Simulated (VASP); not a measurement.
Energy against volume of MgO (rock salt). Level of theory: HSEsol screened hybrid, VASP's PBE PAW potentials (set 64) (plane waves; VASP).

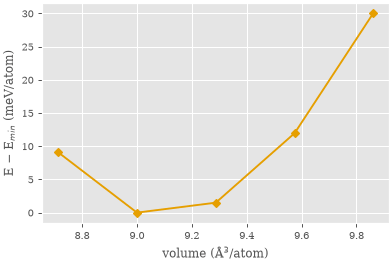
Fig. 1. Energy against volume

Problem. Estimate the equilibrium volume and the bulk modulus.

Solution. The minimum lies near 9.1 Å³/atom, and the curvature gives B0 of about 180 GPa.

Measured: bulk modulus 170 GPa at 0 K (computed value off by +3.9 %), as given by Daniel Mejia-Rodriguez et al., Physical Review B (2018), arXiv:1807.09216 [0 K value with the zero-point phonon effect removed]; a 4.189 Å at 0 K (computed value off by -0.3 %), as given by Daniel Mejia-Rodriguez et al., Physical Review B (2018), arXiv:1807.09216 [static lattice: zero-point anharmonic expansion removed].

The compound is MgO in the rock salt structure. It was relaxed first. The cell's shape comes from a PBE relaxation.
